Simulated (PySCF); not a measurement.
Molecule: SMILES CC(C)O[B]OC(C)C, doublet. Atoms near the plane z = 0.0 Å, at the GFN2-xTB optimised geometry (x, y, z in Å): C2 (-2.4, -0.4, 0.0), C3 (-2.7, 1.1, -0.1), O4 (-1.0, -0.5, 0.0), B5 (-0.3, -1.7, 0.0), O6 (1.0, -1.7, 0.0), C7 (1.8, -0.5, 0.0), C8 (3.2, -0.8, 0.6), H13 (-2.9, -0.9, -0.8), H14 (-2.3, 1.5, -1.1), H15 (-3.8, 1.3, -0.2), H16 (-2.3, 1.7, 0.7), H17 (1.3, 0.3, 0.6), H18 (3.8, 0.0, 0.7), H19 (3.7, -1.6, 0.1).

Method: unrestricted PBE0/def2-SVP (PySCF 2.14.0). Cells within 0.4 Å of a nucleus heavier than hydrogen are left out (blank, or x). The values are rescaled to run from 0 to 1.

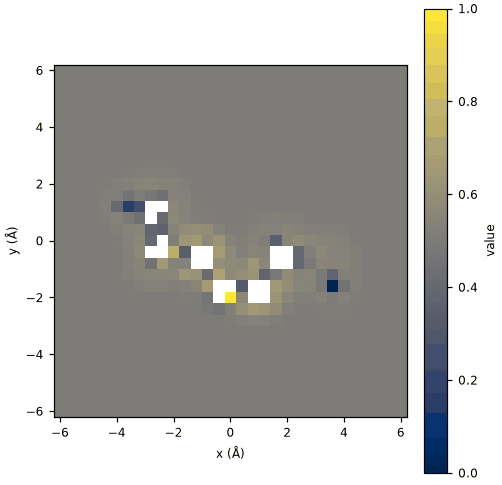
*a field on the plane z = 0.0 Å.*

Question: Which quantity is mapped?
A. log10 of the electron density
B. an orbital amplitude
C. Laplacian of the electron density
D. electrostatic potential

Answer: C, Laplacian of the electron density. In full: Laplacian of the electron density (e/bohr⁵), clipped to [-1.50, 1.50].
